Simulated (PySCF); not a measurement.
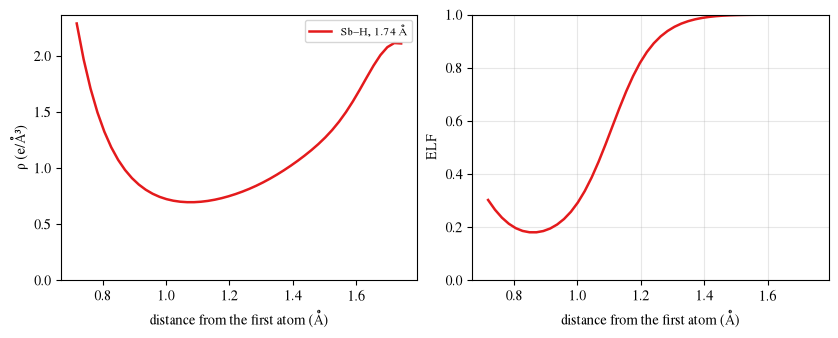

Figure. SbH (charge −1, doublet). Electron density and electron localisation function along straight lines between neighbouring atoms. The curves leave out the atomic cores.

Core potentials replace the inner electrons of Sb.

All numbers below come from PBE0/aug-cc-pVDZ(-PP), non-relativistic Hamiltonian with scalar-relativistic core potentials where named, at a bond length of 1.742 Å in PySCF.

### What can be read from the curves?

Sb–H (1.74 Å): the density is about 0.98 e/Å³ at the midpoint; the ELF climbs to about 1 towards the hydrogen.
